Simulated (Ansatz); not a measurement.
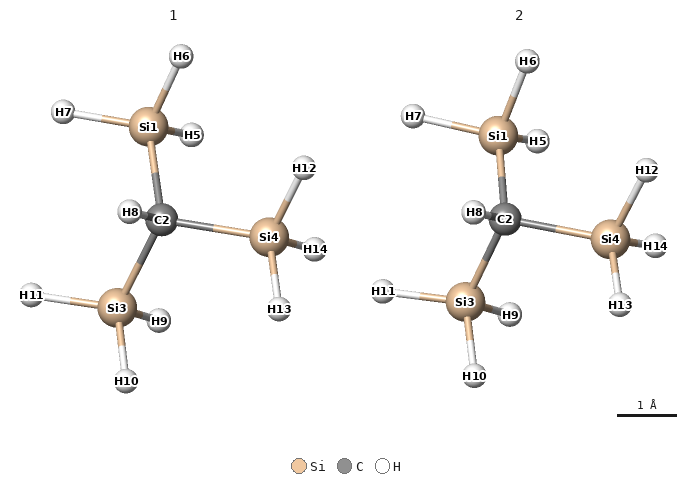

Two geometries of CH10Si3 (coarse preliminary run), drawn at one scale. One is the start of a relaxation, the other its converged end. Style: ball-and-stick. Shown from a free direction.

Method: RKS PBE-D4/def2-SVP (Ansatz 0.2.0). Settings: force threshold 0.03 eV/Å; at most 200 steps.

### Which geometry has the lower energy?

Structure 1 is the relaxed one. The start comes from a force field. The energy falls by 0.701 eV in 3 geometry steps. Largest force component: 2.5 eV/Å at the start, 0.028 eV/Å at the end. The largest move after the best rigid fit is that of Si1, 0.17 Å. Largest moves by element: Si 0.17 Å, H 0.13 Å, C 0.09 Å. Near-neighbour distances that change, for instance: Si1–C2 1.784 → 1.900 Å, C2–Si3 1.814 → 1.900 Å, Si4–H14 1.420 → 1.506 Å, C2–Si4 1.839 → 1.900 Å. Bond angles that change, for instance: C2–Si1–H5 116.8° → 109.4°, Si4–C2–H8 114.5° → 107.7°, C2–Si4–H14 116.0° → 109.4°. Cost: 6.5 s on 4 threads of Arm Neoverse V1, on a shared host.
